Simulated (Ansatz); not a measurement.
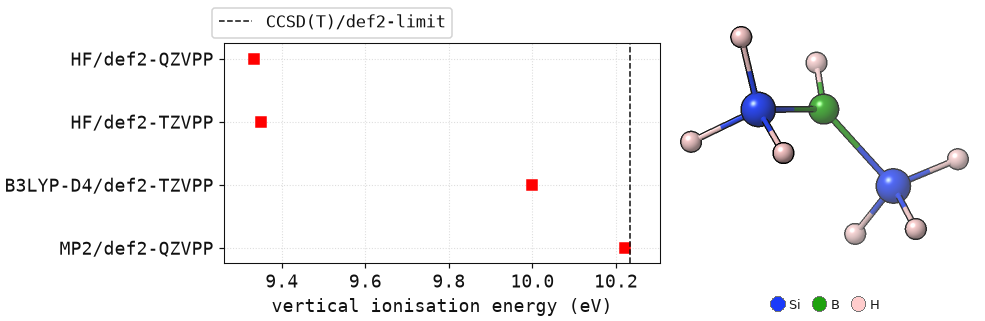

Vertical ionisation energy of BSi₂H₇, SMILES [SiH3]B[SiH3], taken as the energy of the cation less that of the neutral at fixed geometry (unrestricted doublet cation, cores frozen in correlated methods, no spin-orbit coupling), the Ansatz code 0.2.0, at a PBE0-D4/def2-TZVP geometry (with a soft imaginary mode, 34i cm⁻¹). Limit means an estimate of the basis limit from triple and quadruple zeta; for coupled cluster it is either extrapolated directly or built as the MP2 limit plus the step from MP2 in triple zeta. The distance of MP2/def2-QZVPP to the limit includes basis error.

Which level comes closest to the line (CCSD(T)/def2-limit), and which misses most?

Answer. Closest MP2/def2-QZVPP (10.22 eV), against 10.23 eV; farthest HF/def2-QZVPP (9.33 eV).

What range do the values span, the line included?

Answer. From 9.33 eV (HF/def2-QZVPP) to 10.23 eV (CCSD(T)/def2-limit).
